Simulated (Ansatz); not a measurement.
Consider C2H4Al (charge −1).

```xyz
7

C     1.5658    0.8392    1.7692
C     1.3200    2.0356    1.6452
Al    1.9671   -1.1146    1.9718
H     1.1050    3.0823    1.5367
H     1.5989   -1.5567    3.5047
H     1.0499   -1.9400    0.8956
H     3.5599   -1.3441    1.6704
```

Geometry: PBE0-D3(BJ)/def2-SVPD.

The calculation used isolated molecule in a Gaussian basis; Kohn-Sham density functional theory, functional PBE0 (Ansatz 0.2.0).

> What can the converged electron density and electron localisation function tell about the bonding?

C–C (1.23 Å): ρ at the midpoint is about 2.7 e/Å³; the ELF peaks at about 0.85 between the atoms: a short, multiple covalent bond.
C–Al (2.00 Å): the density is about 0.6 e/Å³ at the midpoint; the ELF peaks at about 1 in the valence shell of C, 0.7 Å from its nucleus, and is about 0.85 at the midpoint.
C–H (1.07 Å): the density is about 2 e/Å³ at the midpoint; the ELF climbs to about 1 towards the hydrogen, as it does in any bond to H: an ordinary covalent bond to hydrogen.
Al–H (1.64 Å): ρ is about 0.47 e/Å³ halfway; the ELF climbs to about 1 towards the hydrogen.

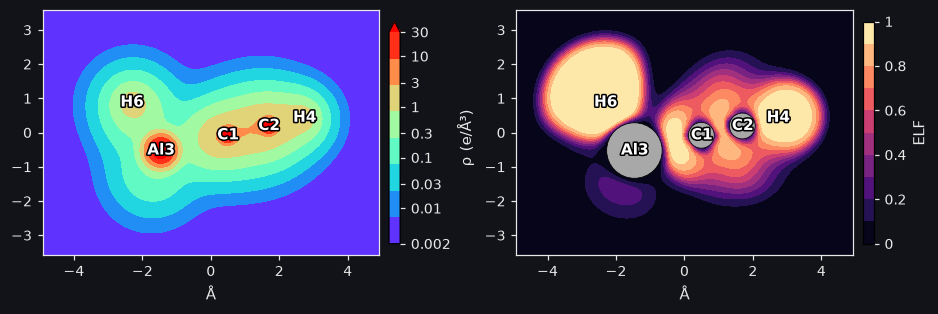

Computed electron density and electron localisation function on the plane of atoms C1, Al3 and H6, in this order. Grey discs cover the atomic cores in the ELF map. 
